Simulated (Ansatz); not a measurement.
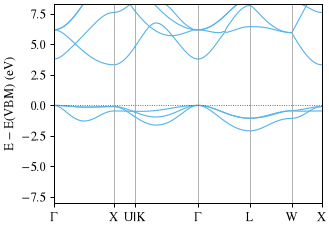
Fig. 1. Band structure from DFT-PBE in the program Ansatz with PAW potentials

Read off the gap and where the band edges lie.

About 3.3 eV (3.33 eV by a search for the band edges); maximum at Γ, minimum at X.

Which compound is it?
(A) SrO, rock salt
(B) NaCl, rock salt
(C) KCl, rock salt
(D) MgO, rock salt

A, SrO, rock salt

Space group Fm-3m (rock salt). The cell was relaxed with PBE under the symmetry of its start. Spin–orbit coupling is left out wherever it is not named.

Potentials: the later of the program's two PAW sets.
